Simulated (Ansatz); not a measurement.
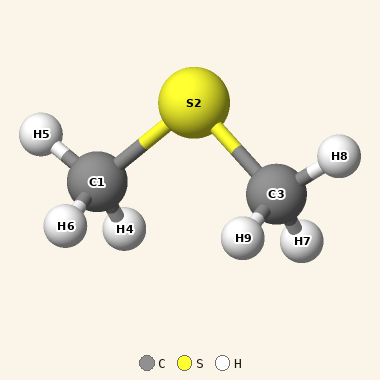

The system is C2H6S, SMILES CSC; the picture shows the grid point nearest to the relaxed geometry. Two internal coordinates are moved rigidly from the geometry relaxed at PBE0-D4/def2-TZVP, all others fixed. Coordinates scanned: (1) bond C1–S2; (2) angle H9–C3–H8. The grid has 7 × 7 points. Points are written as (first, second). Energies are in kJ/mol, from the lowest grid point. The calculation used RKS PBE0-D4/def2-TZVPP in Ansatz.

Its coordinates:

```xyz
9

C    -0.4749    1.0469   -0.7325
S     0.8546   -0.2120   -0.8382
C     0.5507   -1.0900    0.6979
H    -1.4613    0.5792   -0.7067
H    -0.4047    1.6660   -1.6274
H    -0.3474    1.6841    0.1451
H    -0.4462   -1.5354    0.7083
H     1.2909   -1.8879    0.7652
H     0.6675   -0.4304    1.5603
```

Range: bond C1–S2 from 1.616 to 2.154 Å; angle H9–C3–H8 from 84.7 to 132.7°.

Predict the map.

The lowest grid point is at (1.834 Å, 108.7°). No other kind of well shows on this grid. The highest grid point, (2.154 Å, 132.7°), lies 123 kJ/mol above the lowest. Round the minimum the two coordinates are nearly uncoupled.

| angle H9–C3–H8 ↓, bond C1–S2 → | 1.616 | 1.668 | 1.745 | 1.834 | 1.934 | 2.041 | 2.154 |
| --- | --- | --- | --- | --- | --- | --- | --- |
| 132.7 | 85 | 61 | 44 | 43 | 59 | 87 | 123 |
| 124.7 | 62 | 38 | 20 | 19 | 35 | 63 | 99 |
| 116.7 | 48 | 24 | 6 | 5 | 20 | 48 | 84 |
| 108.7 | 44 | 19 | 1 | 0 | 15 | 42 | 78 |
| 100.7 | 49 | 24 | 6 | 5 | 19 | 47 | 83 |
| 92.7 | 64 | 39 | 21 | 19 | 34 | 61 | 97 |
| 84.7 | 89 | 64 | 45 | 44 | 58 | 85 | 121 |

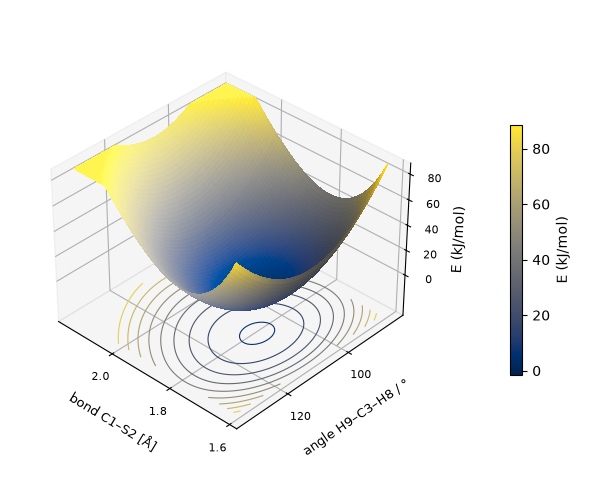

The picture shows a relief with its contours projected below, any walls above the top of the colour scale cut off. Between grid points the surface is interpolated.
